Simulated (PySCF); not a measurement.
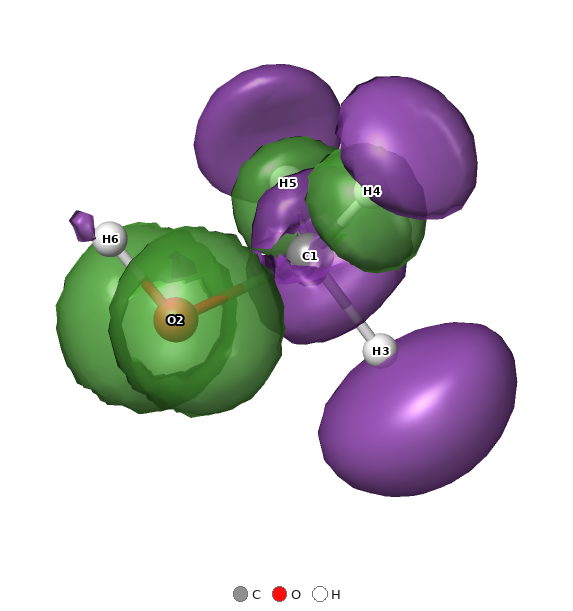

*CH₄O, SMILES `CO`. Unrelaxed difference density of S₃ less the ground state (TDA singlet states), ±0.03 e/Å³; purple: gain, green: loss.*

Method: CAM-B3LYP/6-31G*; geometry: GFN2-xTB; program: PySCF. No frequency check shows the geometry to be a minimum. Without diffuse functions Rydberg states are missing, so the states' numbers hold for this basis only.

Input

```python
import numpy as np
from pyscf import gto, scf, dft, tdscf
from pyscf.scf import atom_ks, atom_hf
from scipy.linalg import block_diag

def solve(mol, dm0=None, hcore=None):
    mf = (dft.UKS if mol.spin else dft.RKS)(mol, xc='camb3lyp')
    mf.grids.level = 3
    mf = mf.density_fit(auxbasis='def2-universal-jkfit')
    mf.conv_tol, mf.max_cycle = 1e-8, 80
    if hcore is not None:
        mf.get_hcore = lambda *args: hcore
    mf.kernel(dm0)
    if not mf.converged:
        mf = mf.newton().run(mf.mo_coeff, mf.mo_occ, max_cycle=30)
    assert mf.converged, 'SCF not converged'
    return mf

mol = gto.M(atom='''
C      0.65974     0.02003     0.00005
O     -0.73925    -0.12279    -0.00003
H      1.07340    -0.98663    -0.00620
H      1.01375     0.54364     0.89459
H      1.01270     0.55443    -0.88887
H     -1.14427     0.75073     0.00042
''', basis='6-31g*', charge=0, spin=0, verbose=4)
mf = solve(mol)
td = mf.TDA()
td.nstates, td.singlet, td.conv_tol = 6, True, 1e-5
td.kernel()
td.analyze()
x, y = np.array([p[0] for p in td.xy]), np.array([p[1] + 0 * p[0] for p in td.xy])
f, mu = td.oscillator_strength(), td.transition_dipole()
nto = [td.get_nto(state=i + 1, verbose=4) for i in range(len(td.e))]
# spherically averaged free atoms, for the promolecule
atm = atom_ks.get_atm_nrks(mol, xc='camb3lyp')
pro = block_diag(*[(atm[a[0]][2] * atm[a[0]][3]) @ atm[a[0]][2].T for a in mol._atom])
np.savez('result.npz', e=td.e, f=f, ok=td.converged, w=[n[0] for n in nto], nto=[n[1] for n in nto], x=x, y=y, c=mf.mo_coeff, occ=mf.mo_occ, eps=mf.mo_energy, pro=pro, mu=mu)
```

Launched as:

```sh
OMP_NUM_THREADS=1 python input.py
```

The run took 11 s on 1 thread of Intel(R) Xeon(R) Platinum 8488C (Sapphire Rapids), on a shared host, peak memory 0.28 GiB.

**How does the charge move on excitation?**

0.81 e is displaced in all, of which about 0.6 e passes between atoms: O2 (0.62 e) loses electrons and H3 (0.24 e) and C1 (0.12 e) gain them. The state: 10.19 eV (122 nm), f = 0.068, partly diffuse acceptor orbital, which a basis without diffuse functions describes poorly; the leading pair carries 100 %; hole on O2 (67 %), C1 (13 %) and H4 and H5 (7 % each), electron on C1 (25 %), H3 (25 %) and H4 and H5 (19 % each) (atom shares of so diffuse an orbital are rough); their centroids lie 1.3 Å apart.
